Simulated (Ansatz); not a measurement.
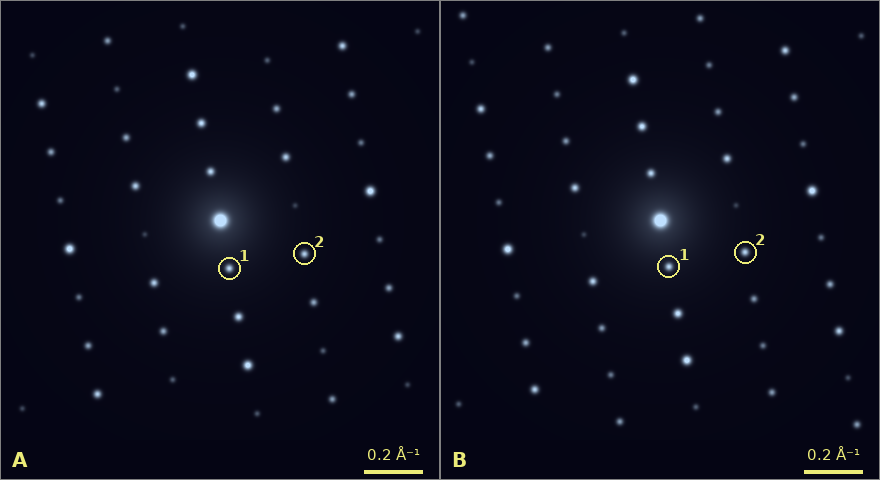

Kinematic electron diffraction patterns (300 kV, B = 0.5 Å², same scale) along [010] of the run's own cell, for the start and the end of one relaxation of HfCuSi3 with DFT PBE, scalar-relativistic, plane waves, PAW (Ansatz 0.2.0). k mesh 10×10×6. The start is a generated model structure, and the relaxation ends in the nearest stationary point of its symmetry, not necessarily the ground state. Spot 1 is 0 0 -1 and spot 2 is -1 0 -1 in both.

Start structure:

```yaml
crystal:
  lattice:
    - [3.75607, 0.00000, 0.00000]
    - [0.00000, 3.75607, 0.00000]
    - [0.00000, 0.00000, 5.83287]
  atoms:
    - { symbol: Hf, position: [0.00000, 0.00000, 0.01922] }
    - { symbol: Si, position: [0.50000, 0.50000, 0.03840] }
    - { symbol: Si, position: [0.00000, 0.50000, 0.37818] }
    - { symbol: Si, position: [0.50000, 0.00000, 0.37818] }
    - { symbol: Cu, position: [0.50000, 0.50000, 0.64602] }
```

> Which pattern belongs to the start structure, and which to the relaxed one?

A is the start: its cell gives d(1) = 5.833 Å, d(2) = 3.158 Å and an angle of 57.2°. B is the relaxed structure, with d(1) = 6.039 Å (+3.5 %), d(2) = 3.162 Å (+0.1 %) and 58.4°.

> What did the relaxation do to the structure and the energy?

The volume changed by +1.1 % to 16.64 Å³ an atom; with the mean shift removed, the atoms moved by up to 0.10 Å relative to the cell (Si most); the space group stayed P4mm (No. 99); the free energy fell by 5.5 meV an atom. Relaxed cell: a = 3.712 Å, b = 3.712 Å, c = 6.039 Å, α = 90.00°, β = 90.00°, γ = 90.00°.
